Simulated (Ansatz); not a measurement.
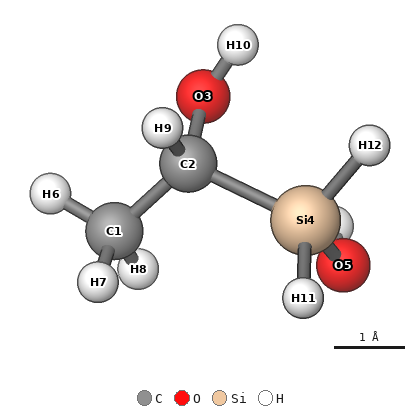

Fig. 1: The structure as given in the input (ball-and-stick view, seen at a tilt; atoms are numbered from 1 in the order of the input). Bond lengths as drawn: C–C 1.51 Å, C–H 1.09 to 1.10 Å, C–O 1.44 Å, C–Si 1.89 Å, H–O 0.96 Å, H–Si 1.48 to 1.49 Å and O–Si 1.65 Å.

**C$_{2}$H$_{8}$O$_{2}$Si: a changed input and its effect**

System: C$_{2}$H$_{8}$O$_{2}$Si, SMILES CC(O)[SiH2]O.
Method of run A: RKS PBE-D4/def2-TZVPP (Ansatz 0.2.0).

The geometry comes from this level: PBE0-D4/def2-TZVP. Text and figures count atoms from 1; the logs count them from 0 in places.

## Input file, run A
```yaml
crystal:
  periodic: [false, false, false]
  atoms:
    - {symbol: C, position_ang: [-0.989372, 0.568374, 1.101212]}
    - {symbol: C, position_ang: [0.243315, -0.182011, 0.647961]}
    - {symbol: O, position_ang: [1.327269, 0.767951, 0.605306]}
    - {symbol: Si, position_ang: [0.099538, -0.880692, -1.104401]}
    - {symbol: O, position_ang: [-0.122478, 0.371040, -2.152051]}
    - {symbol: H, position_ang: [-0.814806, 1.038937, 2.072049]}
    - {symbol: H, position_ang: [-1.839127, -0.112128, 1.192453]}
    - {symbol: H, position_ang: [-1.257591, 1.350747, 0.387332]}
    - {symbol: H, position_ang: [0.468120, -0.971901, 1.378559]}
    - {symbol: H, position_ang: [2.153917, 0.282786, 0.534937]}
    - {symbol: H, position_ang: [-1.046978, -1.804901, -1.294380]}
    - {symbol: H, position_ang: [1.376762, -1.603936, -1.385818]}
    - {symbol: H, position_ang: [0.421831, 1.140935, -1.968262]}
basis:
  gaussian: {orbitals: def2-TZVPP}
hamiltonian: {xc: pbe, dispersion: d4}
output: {forces: true, orbitals: {seedname: orbitals}}
```

Command:
```bash
ansatz run in.yaml --threads 4 --pin off --events-out ev --progress --plain --max-ram 10444MiB
```

Hardware: 4 threads of Arm Neoverse V1, 23 GiB of memory available, shared host.

## Output (run A)
```
Functional definition: PBE
  parameter kappa = 0.804
  parameter beta = 0.06672455060314922
  exchange = pbe_x(kappa = kappa, mu = beta*pi^2/3)
  correlation = pbe_c(beta = beta)
1422 factors; their error is unknown
mean field evaluation 1: about -14152.0702 eV, gradient 9.3e1 eV
mean field evaluation 2: about -14096.8547 eV, gradient 1.8e2 eV
mean field evaluation 4: about -14168.0875 eV, gradient 1.6e1 eV
mean field evaluation 8: about -14168.6024 eV, gradient 1.7e-1 eV
mean field evaluation 16: about -14168.5609 eV, gradient 1.0e-2 eV
mean field -14168.56092592 eV, -520.6850102322 hartree, gradient 1.5e-5 eV, S^2 0.000000; 0 other end points of the search recorded, 0 dependent functions left out
the calculation of the forces begins
reference -14168.56097133 eV, -520.6850119007 hartree; 25, 25 occupied and 253, 253 virtual orbitals, 1422 factors
Total energy: -14168.81901274 eV, -520.6944947479 hartree
Atom 0 at    -0.989372     0.568374     1.101212 Å, force    -0.025252     0.000543     0.008060 eV/Å
Atom 1 at     0.243315    -0.182011     0.647961 Å, force    -0.191417    -0.241004     0.016158 eV/Å
Atom 2 at     1.327269     0.767951     0.605306 Å, force     0.009981     0.618143     0.023065 eV/Å
Atom 3 at     0.099538    -0.880692    -1.104401 Å, force     0.053885    -0.284947     0.179492 eV/Å
Atom 4 at    -0.122478     0.371040    -2.152051 Å, force    -0.338661     0.039059    -0.429945 eV/Å
Atom 5 at    -0.814806     1.038937     2.072049 Å, force     0.023321     0.099508     0.199728 eV/Å
Atom 6 at    -1.839127    -0.112128     1.192453 Å, force    -0.166717    -0.123504     0.019349 eV/Å
Atom 7 at    -1.257591     1.350747     0.387332 Å, force    -0.063461     0.158354    -0.138951 eV/Å
Atom 8 at     0.468120    -0.971901     1.378559 Å, force     0.035364    -0.182208     0.159094 eV/Å
Atom 9 at     2.153917     0.282786     0.534937 Å, force     0.406183    -0.243062    -0.044695 eV/Å
Atom 10 at    -1.046978    -1.804901    -1.294380 Å, force    -0.136171    -0.102018    -0.044672 eV/Å
Atom 11 at     1.376762    -1.603936    -1.385818 Å, force     0.143640    -0.094886    -0.020943 eV/Å
Atom 12 at     0.421831     1.140935    -1.968262 Å, force     0.249305     0.356024     0.074260 eV/Å
Dipole moment:     0.200002    -0.087410     0.259098 e Å
```

The input of run B differs as follows (lines with − go, lines with + come):
```diff
-hamiltonian: {xc: pbe, dispersion: d4}
+hamiltonian: {xc: {name: wB97M-V}}
```

What does this change do to the results?

The total energies belong to different models, so their difference says nothing on which is more stable or more accurate. The largest force goes from 0.619 to 0.350 eV/Å. The HOMO goes from −5.89 to −9.65 eV. The LUMO goes from −0.56 to 1.92 eV. On the same kind of shared host run B took about 4.2 times as long.

## Output (run B)
```
Functional definition: wB97M-V
  parameter omega = 0.3/bohr
  parameter cx = 0.15
  parameter cx01 = 1.007
  parameter cx10 = 0.259
  parameter css00 = 0.443
  parameter css04 = -1.437
  parameter css10 = -4.535
  parameter css20 = -3.390
  parameter css43 = 4.278
  parameter cos00 = 1.000
  parameter cos10 = 1.358
  parameter cos20 = 2.924
  parameter cos21 = -8.812
  parameter cos60 = -1.390
  parameter cos61 = 9.142
  parameter b = 6.0
  parameter c = 0.01
  gx(w, u) = 1 - cx + cx01*u + cx10*w
  gss(w, u) = css00 + css04*u^4 + css10*w + css20*w^2 + css43*w^4*u^3
  gos(w, u) = cos00 + cos10*w + (cos20 + cos21*u)*w^2 + (cos60 + cos61*u)*w^6
  exchange = spin_sum(e_x_unif_sr(omega)*gx(b97_w, b97_u_x)) + cx*exact_x_sr(omega) + exact_x_lr(omega)
  correlation = spin_sum(e_c_pw_mod_same_spin*gss(b97_w, b97_u_same))
      + integral(e_c_pw_mod_opposite_spin*gos(b97_w_opposite, b97_u_opposite)) + vv10(b, c)
1425 factors; their error is unknown
352 factors; integrals over basis functions are off by at most 9.7e-6 eV
mean field evaluation 1: about -14169.5171 eV, gradient 6.5e1 eV
mean field evaluation 2: about -14169.3892 eV, gradient 6.9e1 eV
mean field evaluation 4: about -14177.0437 eV, gradient 2.4e0 eV
mean field evaluation 8: about -14177.0677 eV, gradient 1.2e-1 eV
mean field evaluation 16: about -14177.0606 eV, gradient 5.3e-4 eV
mean field -14177.06061018 eV, -520.9973678671 hartree, gradient 4.6e-5 eV, S^2 0.000000; 0 other end points of the search recorded, 0 dependent functions left out
the calculation of the forces begins
reference -14177.06066193 eV, -520.9973697690 hartree; 25, 25 occupied and 253, 253 virtual orbitals, 1425 factors
Total energy: -14177.06066193 eV, -520.9973697690 hartree
Atom 0 at    -0.989372     0.568374     1.101212 Å, force    -0.155209     0.107783     0.072965 eV/Å
Atom 1 at     0.243315    -0.182011     0.647961 Å, force    -0.087920    -0.334825    -0.052166 eV/Å
Atom 2 at     1.327269     0.767951     0.605306 Å, force     0.205881     0.099995    -0.024631 eV/Å
Atom 3 at     0.099538    -0.880692    -1.104401 Å, force     0.023754    -0.237640     0.062606 eV/Å
Atom 4 at    -0.122478     0.371040    -2.152051 Å, force     0.025773     0.102927    -0.012902 eV/Å
Atom 5 at    -0.814806     1.038937     2.072049 Å, force    -0.012797    -0.036565    -0.077850 eV/Å
Atom 6 at    -1.839127    -0.112128     1.192453 Å, force     0.054355     0.046098    -0.006169 eV/Å
Atom 7 at    -1.257591     1.350747     0.387332 Å, force     0.026103    -0.052693     0.041079 eV/Å
Atom 8 at     0.468120    -0.971901     1.378559 Å, force    -0.014139     0.071558    -0.054241 eV/Å
Atom 9 at     2.153917     0.282786     0.534937 Å, force    -0.030137     0.047629     0.007028 eV/Å
Atom 10 at    -1.046978    -1.804901    -1.294380 Å, force     0.127731     0.110387     0.035914 eV/Å
Atom 11 at     1.376762    -1.603936    -1.385818 Å, force    -0.135848     0.083369     0.037650 eV/Å
Atom 12 at     0.421831     1.140935    -1.968262 Å, force    -0.027548    -0.008024    -0.029282 eV/Å
Dipole moment:     0.197996    -0.119226     0.255891 e Å
```

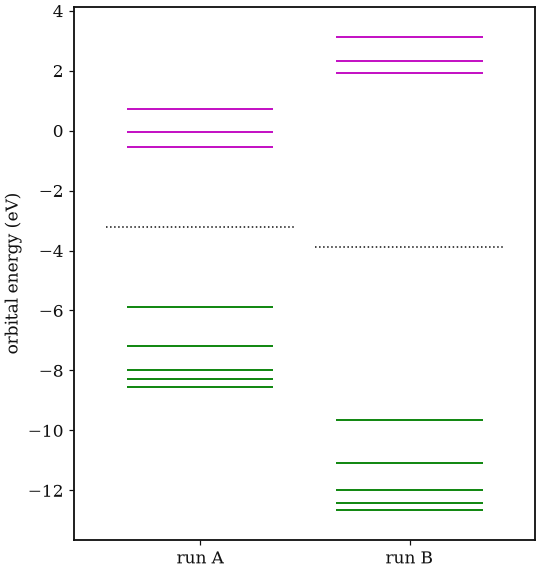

Fig. 2: The five highest filled and three lowest empty orbital energies of the two runs; the dotted lines part filled from empty levels. The HOMO–LUMO gap is 5.34 eV in run A and 11.57 eV in run B.

## The two runs side by side

```csv
quantity,run A,run B
outcome,converged,converged
total energy (hartree),−520.694495,−520.997370
HOMO (eV),−5.89,−9.65
LUMO (eV),−0.56,1.92
dipole moment (D),1.63,1.66
largest force (eV/Å),0.619,0.350
basis functions,278,278
wall time (shared host),3 s,13 s
```
